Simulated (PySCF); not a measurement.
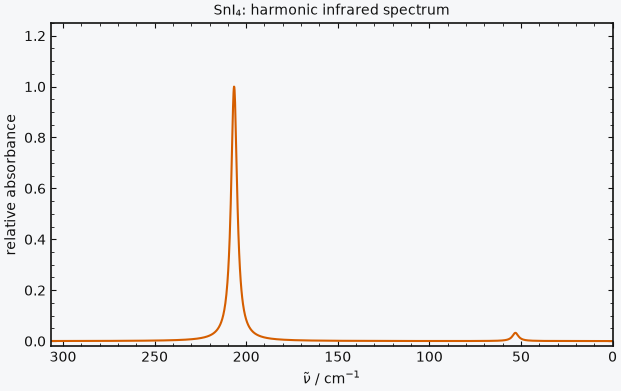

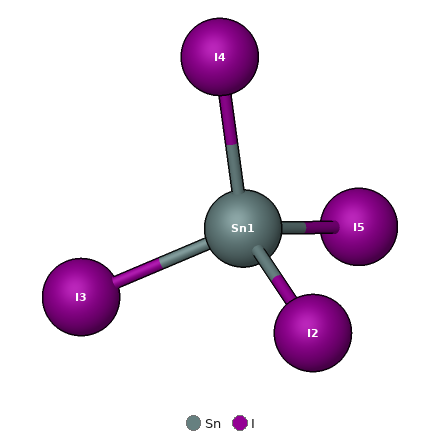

Infrared spectrum of SnI₄, singlet (point group Td). Unscaled harmonic wavenumbers and double-harmonic intensities, PBE/def2-SVP (ECP), PySCF 2.14.0, isolated molecule. The structure is the lowest point that the starts tried gave, with the shape that electron-pair counting expects. Degenerate modes count as one line, with their intensities summed. Lorentzian lines of 4 cm⁻¹ full width. Close modes add up in the curve.

Q: Which modes are missing from the spectrum (below 0.05 km/mol)?

A: 35.8 cm⁻¹ (e) and 140.0 cm⁻¹ (a1).

Q: List the modes.

A:
| cm⁻¹ | km/mol | symmetry |
| --- | --- | --- |
| 35.8 | 0.0 | e (×2) |
| 53.0 | 3.1 | t2 (×3) |
| 140.0 | 0.0 | a1 |
| 206.6 | 95.3 | t2 (×3) |

Known limits of this run: double-zeta basis on some or all atoms.
